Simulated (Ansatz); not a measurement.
Take InP in the zinc blende structure (space group F-43m, No. 216; a = 5.9068 Å) as the base.

Now apply this change: cell and atoms relaxed at a pressure of 2.1 GPa.

All numbers come from r2SCAN (Ansatz, an electronic-structure program; PAW; 500 eV plane waves; no SOC).

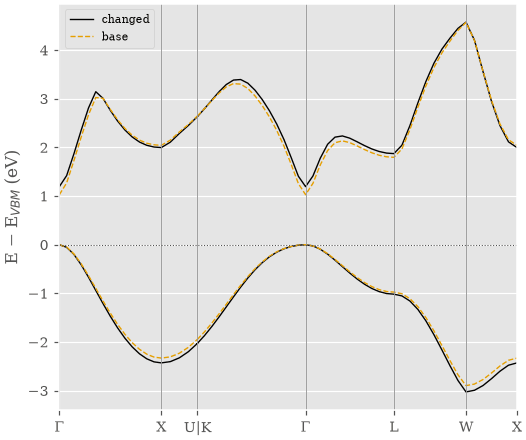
Fig. 1. Highest valence and lowest conduction band along the path, each from its own valence-band maximum

The gap is 1.20 eV, direct at Γ; the base has 1.03 eV.

Load acts through the strain it causes; cell and atoms are relaxed under it. Stability against distortions was not tested. Tetrahedral semiconductors of this kind turn to denser phases somewhere between about 1 and 50 GPa; those were not computed, so compressed cells here can lie past the real transition.
